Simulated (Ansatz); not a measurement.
```json
{"atom": "O", "x (Å)": "-1.8414", "y (Å)": "-0.8766", "z (Å)": "3.3618"}
{"atom": "C", "x (Å)": "-1.5803", "y (Å)": "-0.5437", "z (Å)": "2.2818"}
{"atom": "N", "x (Å)": "-1.3927", "y (Å)": "-0.1939", "z (Å)": "1.1402"}
{"atom": "Sn", "x (Å)": "0.2225", "y (Å)": "0.1525", "z (Å)": "0.0415"}
{"atom": "N", "x (Å)": "0.8141", "y (Å)": "2.0232", "z (Å)": "0.2558"}
{"atom": "C", "x (Å)": "0.4186", "y (Å)": "3.0950", "z (Å)": "-0.1356"}
{"atom": "O", "x (Å)": "0.1033", "y (Å)": "4.1601", "z (Å)": "-0.4703"}
{"atom": "N", "x (Å)": "1.7375", "y (Å)": "-0.9641", "z (Å)": "0.6443"}
{"atom": "C", "x (Å)": "2.2429", "y (Å)": "-1.9906", "z (Å)": "0.2569"}
{"atom": "O", "x (Å)": "2.7818", "y (Å)": "-2.9703", "z (Å)": "-0.0519"}
{"atom": "N", "x (Å)": "-0.2137", "y (Å)": "-0.2106", "z (Å)": "-1.8575"}
{"atom": "C", "x (Å)": "-1.1891", "y (Å)": "-0.6510", "z (Å)": "-2.4199"}
{"atom": "O", "x (Å)": "-2.0830", "y (Å)": "-1.0648", "z (Å)": "-3.0320"}
```

Geometry: PBE0-D4/def2-TZVP; core potentials replace the inner electrons of Sn.

These are results of RKS PBE0-D4/def2-TZVPP (Ansatz 0.2.0), not measurements.

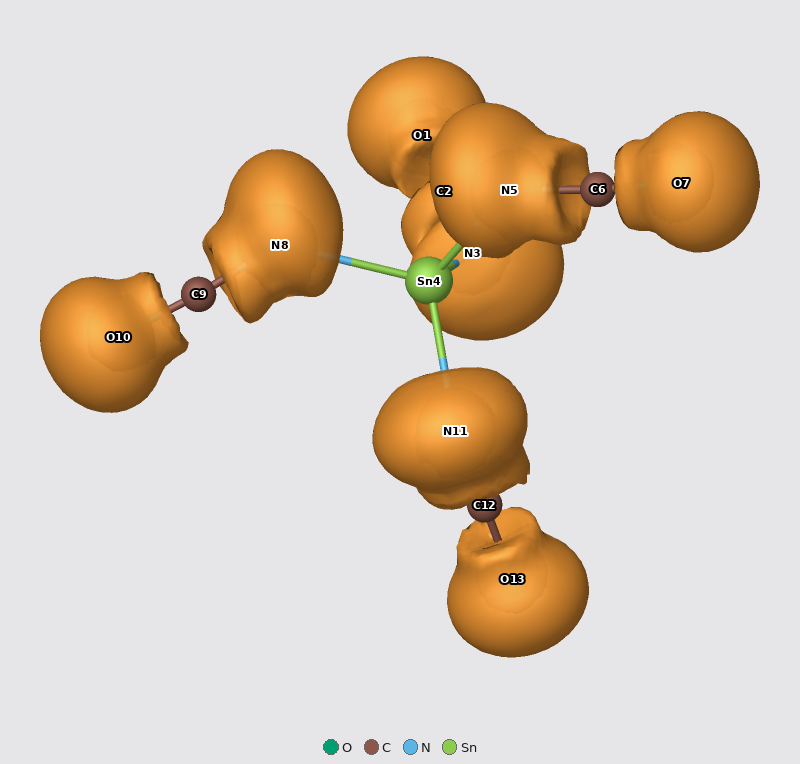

C₄N₄O₄Sn (SMILES O=C=[N][Sn]([N]=C=O)([N]=C=O)[N]=C=O). Isosurface of the electron localisation function at 0.75 (orange), seen at a tilt. Only the valence region is drawn (cores and ρ < 0.01 e/Å³ removed).

**Identify the bonds, lone pairs and shells in this picture.**

At this value the surface marks out three regions on N in which the atom's valence shell and bonds are merged, four regions on O in which the atom's valence shell and bonds are merged and one region wrapped around N (its valence shell). Along the contacts the grid gives the following. C–O (1.16 Å): the ELF peaks at about 0.85 between the atoms; a short, multiple covalent bond. C–N (1.21 Å): the ELF peaks at about 0.85 between the atoms (a multiple bond).
